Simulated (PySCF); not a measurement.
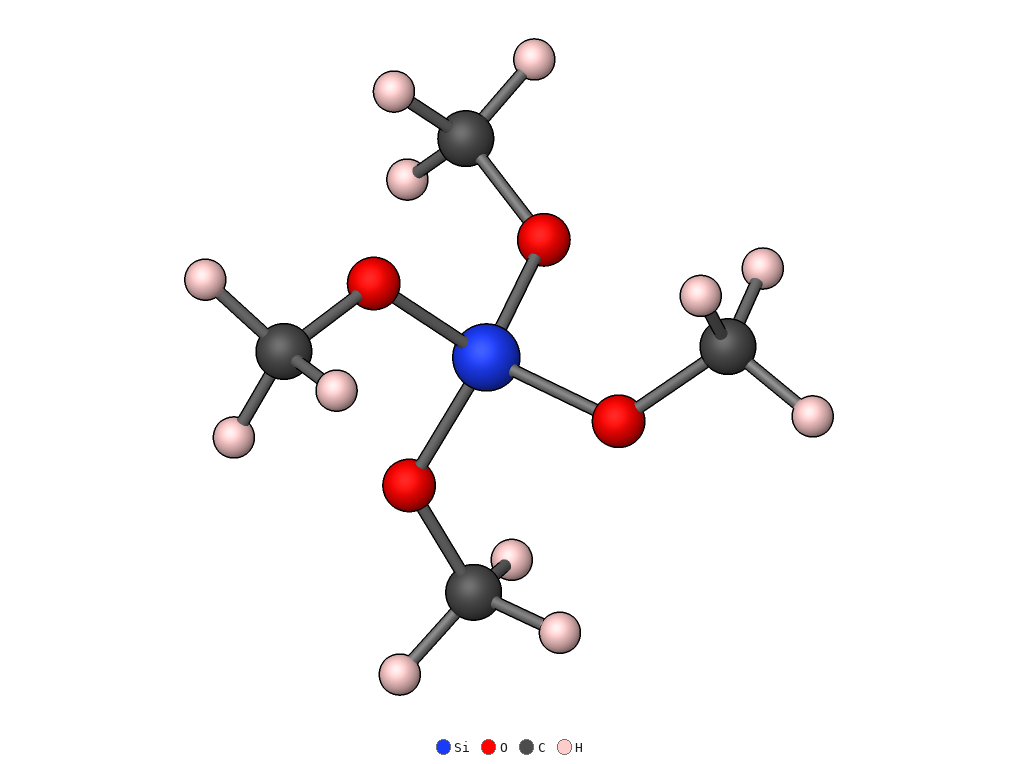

Simulated data, not a measurement (program: PySCF).

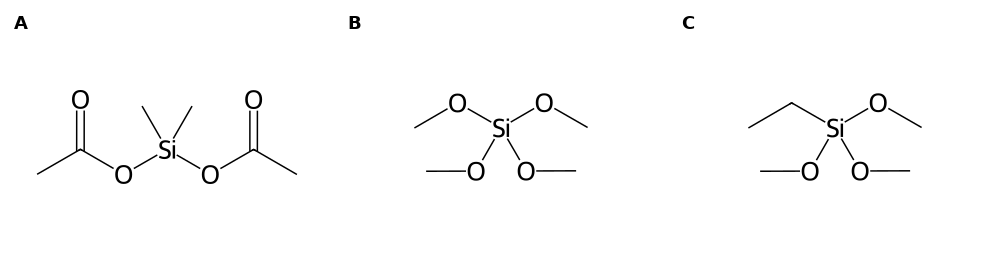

Which structural formula matches the 3D model?

B, `CO[Si](OC)(OC)OC`.
